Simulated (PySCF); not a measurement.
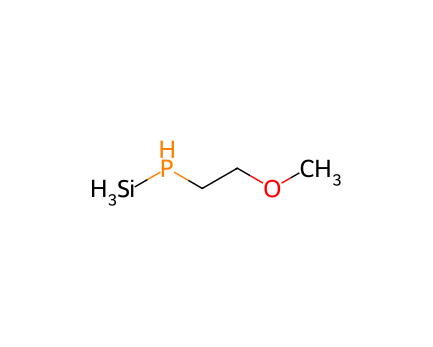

The computed structure is the end point of a GFN2-xTB optimisation. No frequency run is at hand to confirm it as a minimum. Level of theory: CAM-B3LYP/def2-SVPD, gas phase (PySCF 2.14.0). Excitations: vertical, linear response.

**Give the mean static polarisability at this level.**

96.2 bohr³.

**Estimate the lowest vertical singlet excitation.**

5.90 eV.

**Estimate the HOMO energy (Kohn–Sham orbital).**

−8.03 eV.

**Estimate the brightest of the 8 lowest singlets.**

6.70 eV.

The geometry is semi-empirical. Around P, Si such bond lengths and angles can be off by a tenth of an ångström or more and by several degrees, and values that hang on the shape move with them.
